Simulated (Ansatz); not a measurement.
Crystal: Y2WC6, the end point of a relaxation with Ansatz 0.2.0, DFT PBE, scalar-relativistic, plane waves, PAW; the starting structure was generated, so it need not be a known form of this composition.

```
Y W C
1.0
     8.71037    0.00000    0.00000
     0.00000    8.71037    0.00000
     0.00000    0.00000    8.71037
Y W C
8 4 24
Direct
  0.25000 0.75000 0.75000
  0.25000 0.25000 0.75000
  0.25000 0.25000 0.25000
  0.25000 0.75000 0.25000
  0.75000 0.75000 0.25000
  0.75000 0.25000 0.25000
  0.75000 0.25000 0.75000
  0.75000 0.75000 0.75000
  0.50000 0.00000 0.00000
  0.50000 0.50000 0.50000
  0.00000 0.00000 0.50000
  0.00000 0.50000 0.00000
  0.00000 0.75000 0.75000
  0.00000 0.25000 0.75000
  0.75000 0.00000 0.75000
  0.25000 0.00000 0.75000
  0.25000 0.25000 0.00000
  0.25000 0.75000 0.00000
  0.00000 0.25000 0.25000
  0.00000 0.75000 0.25000
  0.75000 0.50000 0.25000
  0.25000 0.50000 0.25000
  0.25000 0.75000 0.50000
  0.25000 0.25000 0.50000
  0.50000 0.75000 0.25000
  0.50000 0.25000 0.25000
  0.25000 0.00000 0.25000
  0.75000 0.00000 0.25000
  0.75000 0.25000 0.50000
  0.75000 0.75000 0.50000
  0.50000 0.25000 0.75000
  0.50000 0.75000 0.75000
  0.25000 0.50000 0.75000
  0.75000 0.50000 0.75000
  0.75000 0.75000 0.00000
  0.75000 0.25000 0.00000
```

### What does its first Brillouin zone look like, and which path through it is standard?

It has a face-centred cubic lattice (cF; extended symbol cF2). The zone is a truncated octahedron in its combinatorial type: 14 faces (6 with 4 edges, 8 with 6 edges), 36 edges, 24 vertices. Path: Γ–X–U | K–Γ–L–W–X.

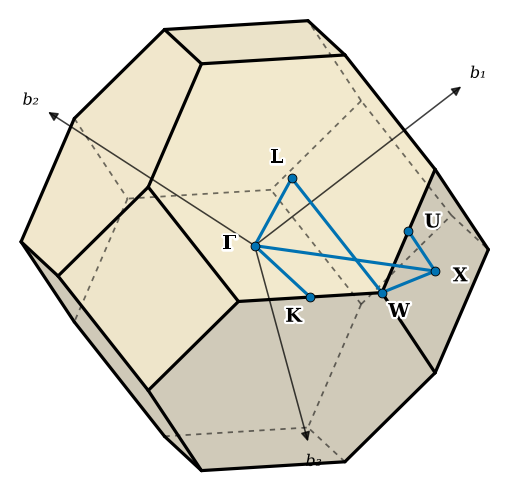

Labels and path follow the convention of Hinuma et al. (2017), as computed by seekpath; the arrows show the directions of the reciprocal primitive vectors b₁, b₂, b₃, in which coordinates are given; lengths include the factor 2π.

```json
{"point": "Γ", "k₁": "0", "k₂": "0", "k₃": "0", "length of k (1/Å)": "0.000"}
{"point": "X", "k₁": "1/2", "k₂": "0", "k₃": "1/2", "length of k (1/Å)": "0.721"}
{"point": "L", "k₁": "1/2", "k₂": "1/2", "k₃": "1/2", "length of k (1/Å)": "0.625"}
{"point": "W", "k₁": "1/2", "k₂": "1/4", "k₃": "3/4", "length of k (1/Å)": "0.806"}
{"point": "K", "k₁": "3/8", "k₂": "3/8", "k₃": "3/4", "length of k (1/Å)": "0.765"}
{"point": "U", "k₁": "5/8", "k₂": "1/4", "k₃": "5/8", "length of k (1/Å)": "0.765"}
```
